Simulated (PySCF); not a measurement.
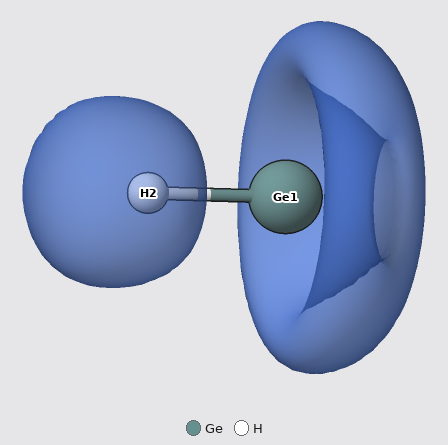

Figure 1: GeH (charge −1, triplet). Isosurface of the electron localisation function at 0.8 (blue), seen from one side. Core shells and regions of very low density are left out.

Level of theory: PBE0/aug-cc-pVDZ(-PP), non-relativistic Hamiltonian with scalar-relativistic core potentials where named, at a bond length of 1.638 Å in PySCF.

| atom | x (Å) | y (Å) | z (Å) |
| --- | --- | --- | --- |
| Ge | 0.0000 | 0.0000 | -0.0220 |
| H | 0.0000 | 0.0000 | 1.6160 |

Q: Identify the bonds, lone pairs and shells in this picture.

A: At this value the surface marks out one region around a hydrogen nucleus and one region wrapped around Ge (its valence shell). Along the contacts the grid gives the following. Ge–H (1.64 Å): the ELF climbs to about 1 towards the hydrogen.
